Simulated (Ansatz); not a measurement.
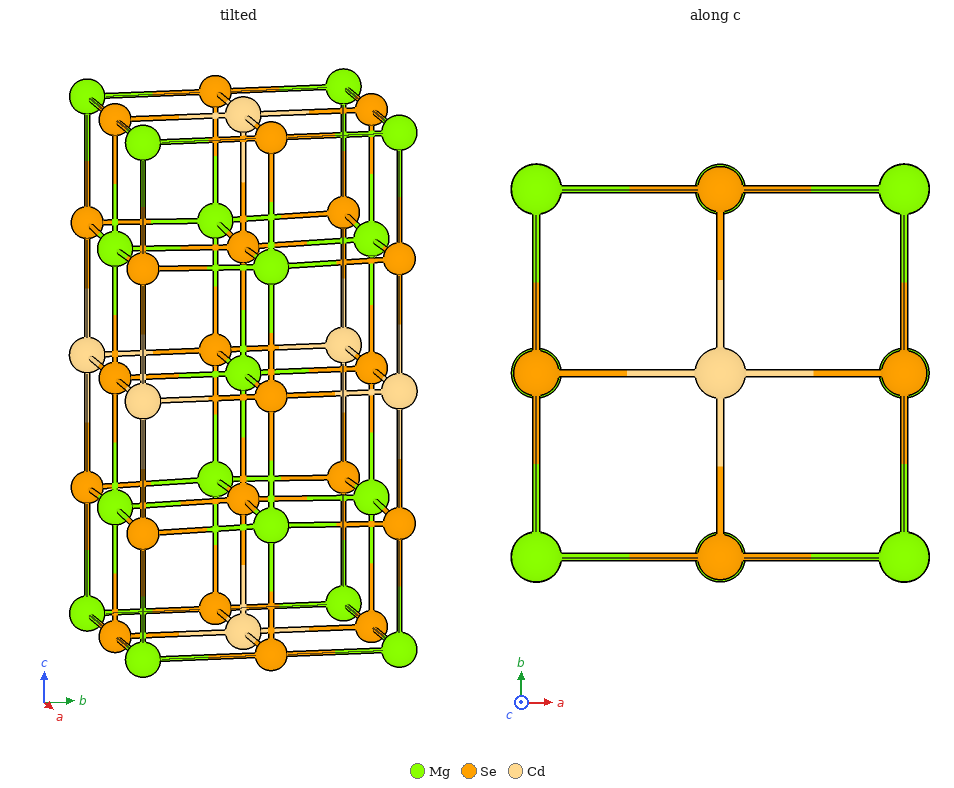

Crystal structure, ball-and-stick style, seen slightly off an axis and along the c axis. The conventional unit cell is drawn as a box.

Mg3CdSe4, space group I4/mmm (No. 139), a = 5.536 Å, b = 5.536 Å, c = 11.091 Å, α = 90.00°, β = 90.00°, γ = 90.00°. The initial geometry was a structure type filled with these elements by a generator (whether the compound takes this form wasn't checked). Earlier steps of the study, as a rule a relaxation of our own, may have changed the cell and positions, so they can lie some per cent off the listed ones. Ansatz was used for an electronic-structure calculation on it.

This one geometry was computed with Ansatz (DFT, plane waves, PAW) at five levels of theory: PBE, PBE with spin-orbit coupling, PBE0, HSE06 and r2SCAN. It was relaxed beforehand with r2SCAN.

**Which level gives the highest pressure at this volume, and what does that say about its equilibrium volume?**

Highest: PBE (1.3 GPa) and PBE with spin-orbit coupling (1.3 GPa), which points to the largest equilibrium volume. Lowest, with the smallest volume: PBE0 (-0.2 GPa), HSE06 (-0.2 GPa) and r2SCAN (0.0 GPa). Levels within 0.5 GPa of each other can't be told apart.

**How does the band gap change with the level of theory?**

PBE with spin-orbit coupling: a gap of 0.28 eV, indirect; PBE: a gap of 0.29 eV, indirect; r2SCAN: a gap of 0.80 eV, indirect; HSE06: a gap of 1.10 eV, indirect; PBE0: a gap of 1.75 eV, indirect.

**Collect the results in a table.**

| level | cutoff (eV) | k-mesh of the run's cell | gap (eV) | pressure (GPa) |
| --- | --- | --- | --- | --- |
| PBE | 420 | 6×6×6 | 0.29 | 1.3 |
| PBE with spin-orbit coupling | 420 | 6×6×6 | 0.28 | 1.3 |
| PBE0 | 420 | 4×4×4 | 1.75 | -0.2 |
| HSE06 | 420 | 4×4×4 | 1.10 | -0.2 |
| r2SCAN | 500 | 6×6×6 | 0.80 | 0.0 |

Gaps are taken on the k-mesh or band path of each run.
